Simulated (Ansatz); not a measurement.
The calculation's input:

```
crystal:
  periodic: [false, false, false]
  atoms:
    - {symbol: C, position_ang: [-0.708806, 0.271305, -0.357525]}
    - {symbol: C, position_ang: [-0.102445, -1.142085, -0.473432]}
    - {symbol: S, position_ang: [1.169414, -1.170939, 0.875224]}
    - {symbol: Si, position_ang: [0.674939, 0.903137, 0.746107]}
    - {symbol: H, position_ang: [-0.872890, 0.762370, -1.317144]}
    - {symbol: H, position_ang: [-1.657027, 0.247663, 0.182869]}
    - {symbol: H, position_ang: [-0.819404, -1.948677, -0.319703]}
    - {symbol: H, position_ang: [0.396547, -1.296862, -1.429905]}
    - {symbol: H, position_ang: [0.304589, 1.571733, 2.022117]}
    - {symbol: H, position_ang: [1.698082, 1.751254, 0.074292]}
basis:
  gaussian: {orbitals: def2-TZVPP}
hamiltonian: {xc: pbe0, dispersion: d4}
output: {orbitals: {seedname: orbitals}}
```

Run with:

```sh
ansatz run in.yaml --threads 2 --pin off --events-out ev --progress --plain --max-ram 4352MiB
```

Geometry: PBE0-D4/def2-TZVP.

All numbers below come from RKS PBE0-D4/def2-TZVPP in Ansatz.

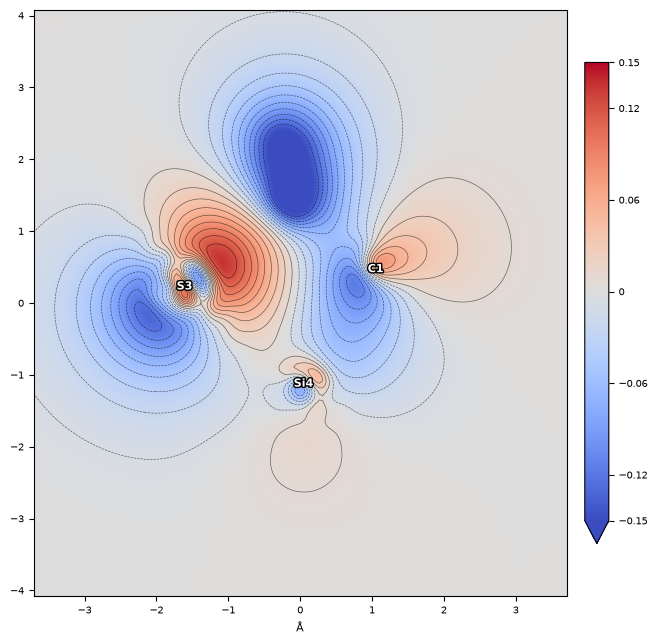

C$_{2}$H$_{6}$SSi (SMILES C1CS[SiH2]1). The HOMO on the plane of atoms C1, Si4 and S3 (values in Å⁻³ᐟ²; the overall sign is arbitrary).

What is the character of this orbital?

Answer. It lies mainly on S3 (about 70 %) and C2 (about 5 %); largely a lone pair of S3. Its energy is −6.79 eV.
